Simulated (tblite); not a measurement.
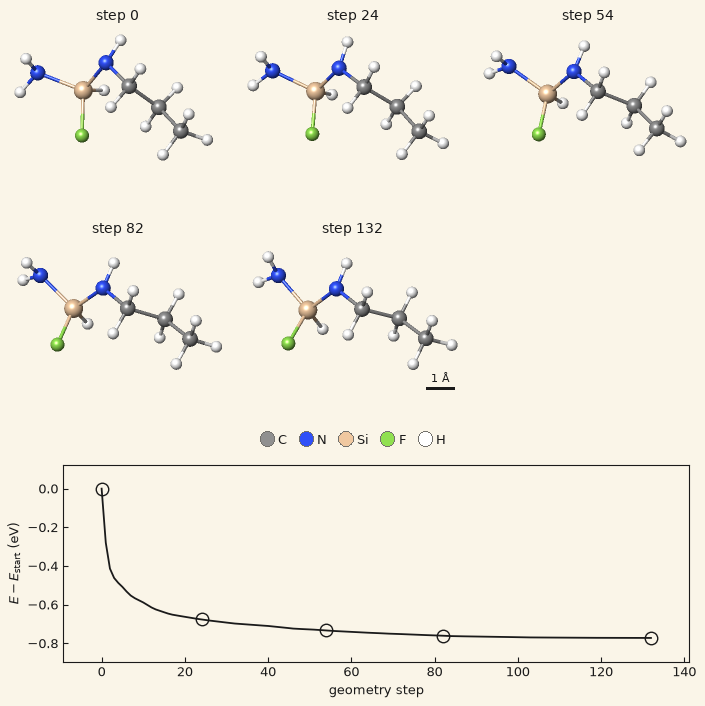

Frames of a relaxation of C3H11FN2Si, marked on the history of the run. The picture is a ball-and-stick view, seen at a tilt.

All numbers below come from GFN2-xTB geometry optimisation, gas phase (tblite 0.8.0). 

Question: Describe the path.

Answer: The largest moves after the best rigid fit, 1.10 Å, are those of F and H atoms. By element the largest moves are F 1.10 Å, H 1.10 Å, N 0.50 Å, Si 0.44 Å, C 0.41 Å. Near-neighbour distances that change, for instance: F–Si 1.697 → 1.620 Å, N–Si 1.787 → 1.711 Å, H–N 1.053 → 1.009 Å, C–H 1.125 → 1.088 Å. Bond angles that change, for instance: C–N–Si 108.9° → 123.4°, N–Si–H 111.3° → 121.7°, Si–N–H 112.6° → 119.1°. Groups turn about N–Si by about 35°, N–Si by about 20°. After 132 geometry steps the energy has fallen by 0.772 eV. Cost: 1.5 s on 1 thread of Arm Neoverse N1 (shared host). From step 0 to 24: an H atom moves most (0.35 Å), energy −0.676 eV. From step 24 to 54: an H atom moves most (0.47 Å), energy −0.057 eV. From step 54 to 82: the F atom moves most (0.44 Å), energy −0.027 eV. From step 82 to 132: an H atom moves most (0.36 Å), energy −0.012 eV.

```json
{"step": "0", "E − E(0), eV": "0.0000"}
{"step": "1", "E − E(0), eV": "-0.2798"}
{"step": "2", "E − E(0), eV": "-0.4135"}
{"step": "3", "E − E(0), eV": "-0.4618"}
{"step": "4", "E − E(0), eV": "-0.4873"}
{"step": "5", "E − E(0), eV": "-0.5081"}
{"step": "6", "E − E(0), eV": "-0.5322"}
{"step": "7", "E − E(0), eV": "-0.5529"}
{"step": "8", "E − E(0), eV": "-0.5668"}
{"step": "9", "E − E(0), eV": "-0.5774"}
{"step": "10", "E − E(0), eV": "-0.5885"}
{"step": "16", "E − E(0), eV": "-0.6462"}
{"step": "23", "E − E(0), eV": "-0.6733"}
{"step": "29", "E − E(0), eV": "-0.6897"}
{"step": "36", "E − E(0), eV": "-0.7041"}
{"step": "42", "E − E(0), eV": "-0.7144"}
{"step": "49", "E − E(0), eV": "-0.7268"}
{"step": "55", "E − E(0), eV": "-0.7348"}
{"step": "61", "E − E(0), eV": "-0.7418"}
{"step": "68", "E − E(0), eV": "-0.7489"}
{"step": "74", "E − E(0), eV": "-0.7542"}
{"step": "81", "E − E(0), eV": "-0.7594"}
{"step": "87", "E − E(0), eV": "-0.7636"}
{"step": "93", "E − E(0), eV": "-0.7651"}
{"step": "100", "E − E(0), eV": "-0.7682"}
{"step": "106", "E − E(0), eV": "-0.7698"}
{"step": "113", "E − E(0), eV": "-0.7708"}
{"step": "119", "E − E(0), eV": "-0.7713"}
{"step": "126", "E − E(0), eV": "-0.7717"}
{"step": "132", "E − E(0), eV": "-0.7720"}
```
